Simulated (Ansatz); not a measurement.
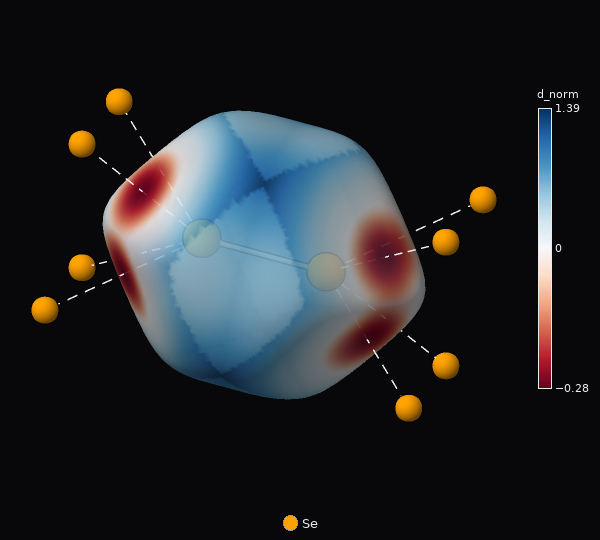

Hirshfeld surface computed for the Se$_{2}$ molecule in LiSe₆ in space group Pm-3m, coloured by d_norm. Dashed lines lead to the closest neighbours outside.

The surface is where the fragment's share of the procrystal density (the sum of the densities of spherically averaged neutral Hartree-Fock atoms) equals one half. d_i and d_e are the distances from the surface to the nearest nucleus inside and outside; d_norm adds both, each measured against its van der Waals radius (Alvarez: Se 1.82 Å, Li 2.12 Å), so red marks contacts shorter than the sum of radii, white equal and blue longer.

The cell is taken from the end point of a relaxation with DFT PBE, scalar-relativistic, plane waves, PAW in Ansatz; the starting structure was generated, so it need not be a known form of this composition.

```
CELL_PARAMETERS angstrom
6.73140 0.00000 0.00000
0.00000 6.73140 0.00000
0.00000 0.00000 6.73140
ATOMIC_POSITIONS crystal
Li 0.00000 0.00000 0.00000
Se 0.82920 0.50000 0.50000
Se 0.17080 0.50000 0.50000
Se 0.50000 0.50000 0.82920
Se 0.50000 0.50000 0.17080
Se 0.50000 0.17080 0.50000
Se 0.50000 0.82920 0.50000
```

Question: Which contact with the surroundings is the closest relative to the atoms' sizes?

Answer: Se···Se at 3.13 Å, 86 % of the sum of the van der Waals radii.

Question: How is the surface shared among contacts (both directions of a pair summed)?

Answer: Se···Se 74 %, Li···Se 26 %.

Question: Give the size and shape of the surface.

Answer: It encloses about 68 Å³, has an area of about 82 Å² and a globularity of 0.98 (1 for a sphere).
